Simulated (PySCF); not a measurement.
**Al2Br4H2O2 ((Br2Al-mu-OH)2): density, localisation and related maps**

Input file:

```
{"job": {"kind": "uv", "xc": "CAM-B3LYP", "basis": "def2-SVPD", "ip": true, "nstates": 15}, "charge": 0, "multiplicity": 1}
Al     1.288716     0.064290    -0.598517
Br     2.922913     1.345271     0.266663
Br     1.689490    -1.119465    -2.464333
O      0.375388    -0.914808     0.666296
Al    -1.265606    -0.077430     0.600953
Br    -1.672093     1.100928     2.468659
Br    -2.891810    -1.365018    -0.269910
O     -0.351552     0.904309    -0.661539
H      0.672812    -1.645474     1.215083
H     -0.643607     1.630646    -1.218935
```

Launched as:

```sh
OMP_NUM_THREADS=1 python probes_run.py task.json out
```

Geometry: PBE0-D3(BJ)/def2-SVP.

Computed with PySCF, CAM-B3LYP/def2-SVPD, SCF density, gas phase.

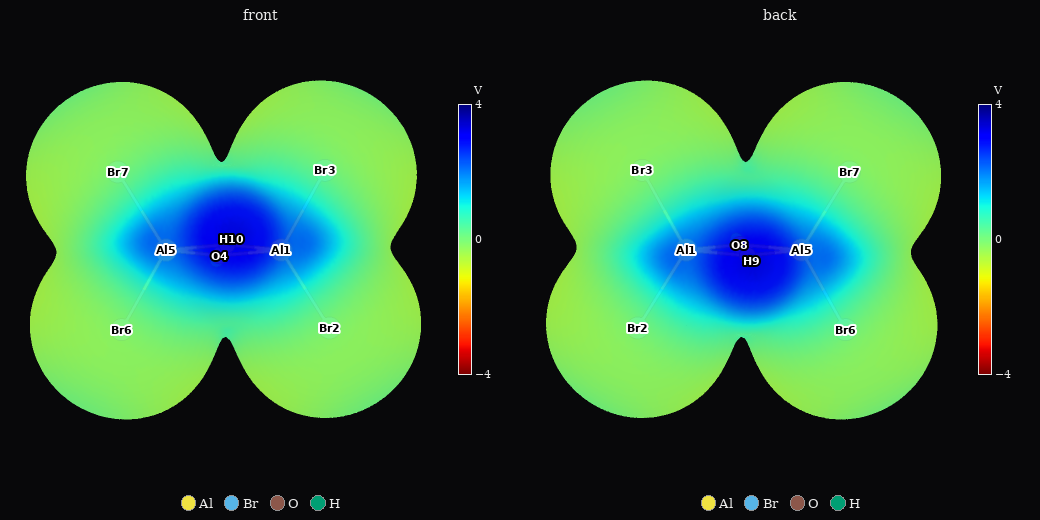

Figure 1. The electrostatic potential painted on the density surface at 0.001 e/bohr³, seen from the front and from behind; the colour scale runs from red (negative) to blue (positive).

Where is the surface potential most negative and most positive?

The most negative region (about −0.5 V) lies over Br2, Br3, Br6 and Br7, the most positive (about +3.2 V) over H9 and H10.

What dipole moment does the calculation give?

Its dipole moment is zero.

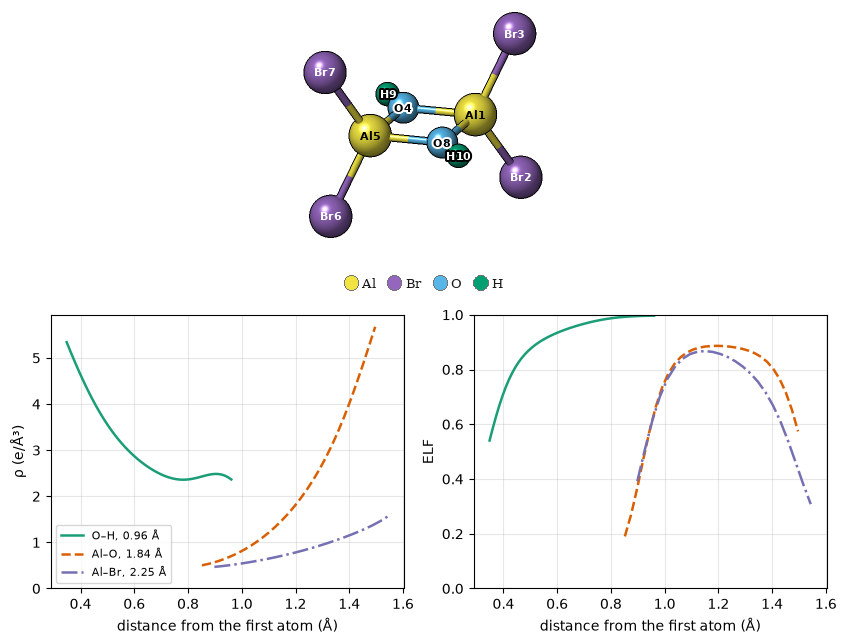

Figure 2. Total electron density and electron localisation function along straight lines between neighbouring atoms. The curves leave out the atomic cores. The structure is drawn too.

What can be read from the curves?

O–H (0.96 Å): ρ at the midpoint is about 3.7 e/Å³; the ELF climbs to about 1 towards the hydrogen, as it does in any bond to H: an ordinary covalent bond to hydrogen.
Al–O (1.84 Å): the density is about 0.61 e/Å³ at the midpoint; the ELF peaks at about 0.90 in the valence shell of O, 0.6 Å from its nucleus, and is about 0.45 at the midpoint.
Al–Br (2.25 Å): the density is about 0.68 e/Å³ at the midpoint; the ELF peaks at about 0.85 in the valence shell of Br, 1.1 Å from its nucleus, and is about 0.85 at the midpoint.
